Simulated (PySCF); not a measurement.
# C₂H₉AsSi: electronic excitations

Aim: predict the electronic excitations of C₂H₉AsSi (`CC[AsH][SiH3]`).

Programs: PySCF 2.14.0, with density-fitted response routines of our own. Each step states its level of theory. These are calculated values for one molecule in the gas phase, unless marked as measured. Atoms count from 0, in the outputs and in this text.

## (1) Starting geometry

13 atoms, charge 0, multiplicity 1; geometry from: GFN2-xTB.

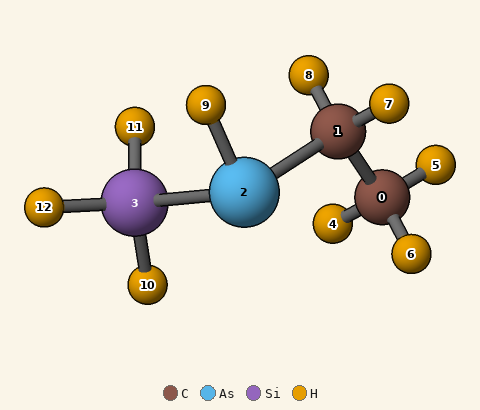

As it starts; carbon brown, arsenic blue, silicon purple, hydrogen amber, atoms numbered.

## (2) Excited states and response: CAM-B3LYP/def2-SVPD

Job settings and geometry (Å):

```
{"job": {"kind": "uv", "xc": "CAM-B3LYP", "basis": "def2-SVPD", "nstates": 8, "ntriplets": 3}, "charge": 0, "multiplicity": 1}
C     -1.664107     0.209922    -0.646369
C     -0.940916    -0.807553     0.225958
As     0.260283     0.093065     1.539994
Si     1.945585     0.677736     0.048038
H     -0.949178     0.784850    -1.236172
H     -2.356235    -0.279423    -1.331503
H     -2.233614     0.907223    -0.029587
H     -1.675147    -1.402163     0.779088
H     -0.367561    -1.497570    -0.398974
H      0.964904    -1.185566     1.926075
H      1.638482     1.966354    -0.591605
H      2.140625    -0.294802    -1.038338
H      3.232490     0.828414     0.735667
```

With the program's defaults for keys left out, this is: TDDFT CAM-B3LYP/def2-SVPD, vertical, gas phase, core orbitals frozen in the response.

The run is started by

```console
$ OMP_NUM_THREADS=1 python probes_run.py task.json out
```

The driver reads the jobs from task.json and runs them one after another.

Predict these results of the whole session: lowest singlet (CAM-B3LYP/def2-SVPD); brightest single state of those computed; lowest triplet.

As calculated:

| quantity | value |
| --- | --- |
| lowest singlet (CAM-B3LYP/def2-SVPD) | 5.86 eV (212 nm), f = 0.036 |
| brightest single state of those computed | state 3, 6.55 eV, f = 0.154 |
| lowest triplet | 5.10 eV |

In words: The lowest singlet, at 5.86 eV, is HOMO→LUMO 0.84 and is weak; of the 8 states computed, the strongest absorption comes from state 3 at 6.55 eV (the last state computed is bright too, and its partners may lie past the list). The lowest triplet lies 0.76 eV below the lowest singlet (triplets in Tamm-Dancoff, singlets in full TDDFT).
